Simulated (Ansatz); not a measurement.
## Electronic structure of C$_{2}$H$_{5}$ClFSi (SMILES CC[Si](F)Cl) (doublet) in real space

Input file:

```
crystal:
  periodic: [false, false, false]
  atoms:
    - symbol: C
      position_ang: [-0.788714, -1.469526, -0.745808]
    - symbol: C
      position_ang: [0.705047, -1.663614, -0.514121]
    - symbol: Cl
      position_ang: [3.286282, -1.688834, 1.408372]
    - symbol: F
      position_ang: [0.449022, -2.069980, 2.278539]
    - symbol: Si
      position_ang: [1.288695, -1.174437, 1.206081]
    - symbol: H
      position_ang: [-1.383493, -2.023577, -0.003967]
    - symbol: H
      position_ang: [-1.084320, -1.826959, -1.743861]
    - symbol: H
      position_ang: [-1.076946, -0.409121, -0.676649]
    - symbol: H
      position_ang: [0.995738, -2.725171, -0.618202]
    - symbol: H
      position_ang: [1.311933, -1.102254, -1.243765]
basis:
  gaussian: {orbitals: def2-TZVPD}
magnetization: {spin_polarized: true, initial_magnetization: 1}
hamiltonian: {xc: pbe0}
output: {forces: true, orbitals: {seedname: orbitals}}
```

Command:

```sh
ansatz run input.yaml --threads 2 --pin off --max-ram 4350MiB --events-out events.jsonl --progress --plain --runs-dir runs
```

Geometry: PBE0-D3(BJ)/def2-SVP.

These are results of isolated molecule in a Gaussian basis; Kohn-Sham density functional theory, functional PBE0 (Ansatz), not measurements.

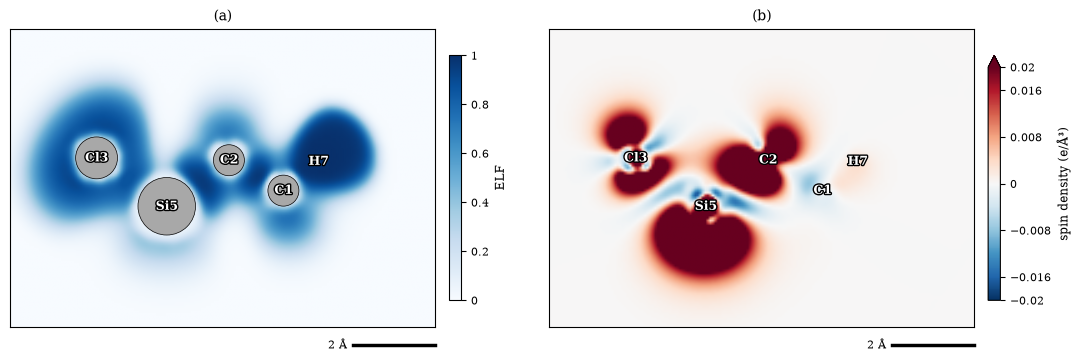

Figure 1. (a) electron localisation function; (b) spin density (α minus β) on the plane of atoms C2, Si5 and Cl3. Grey discs cover the atomic cores in the ELF map.

**Read the bonding off the picture.**

The plane passes through C, Cl, Si and H nuclei.
C–C (1.52 Å): the ELF peaks at about 0.95 between the atoms, as expected for localised, covalent bonding.
C–Si (1.88 Å): the ELF peaks at about 0.95 between the atoms (a covalent bond).
Si–Cl (2.07 Å): the ELF peaks at about 0.85 between the atoms (a polar covalent bond).
C–H (1.10 Å): the ELF climbs to about 1 towards the hydrogen, as it does in any bond to H: an ordinary covalent bond to hydrogen.
The ELF also peaks beside Cl3, away from the bonds: non-bonding electrons, paired or unpaired.
The unpaired spin (1 electron) lies mostly on Si5 (about 0.7), Cl3 (about 0.1) and C2 (about 0.1), in electrons by Hirshfeld's partition.

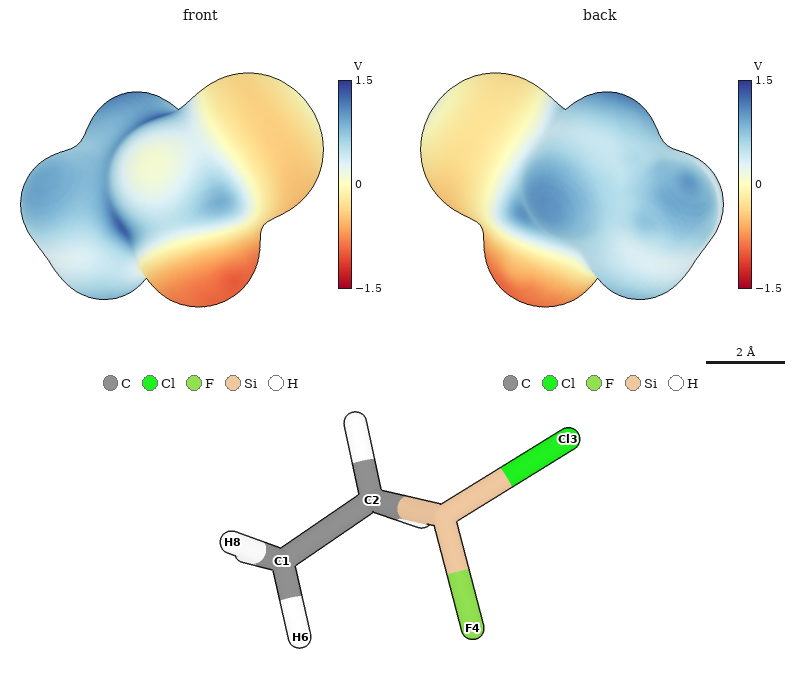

Figure 2. The molecular electrostatic potential painted on the density surface at 0.002 e/bohr³, seen from the front and from behind; the colour scale runs from red (negative) to blue (positive). The bare structure is drawn below in the same view.

**Where is the surface potential most negative and most positive?**

The most negative region (about −0.9 V) lies over F4, the most positive (about +1.2 V) over Si5.

**What dipole moment does the calculation give?**

Its dipole moment is 2.40 D.

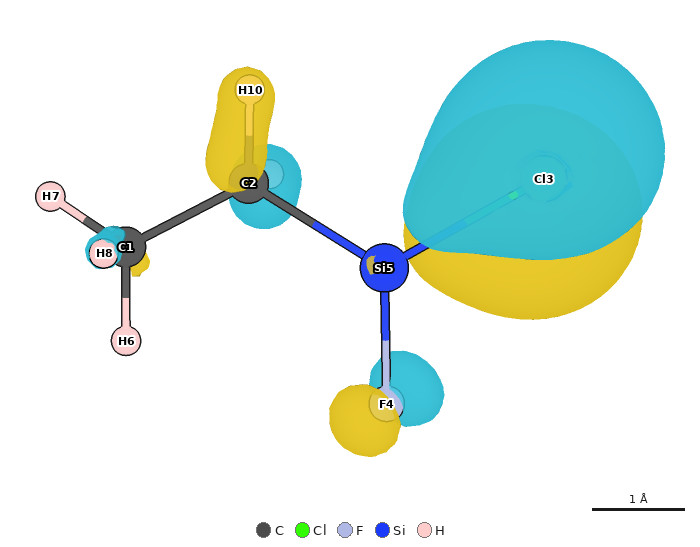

Figure 3. The HOMO−1 (β) at ±0.1 Å⁻³ᐟ² (yellow and cyan are the two phases), seen across its widest extent.

**Describe this orbital and give its energy.**

By Hirshfeld shares it lies mainly on Cl3 (about 85 %); largely a lone pair of Cl3. Its energy is −9.58 eV.
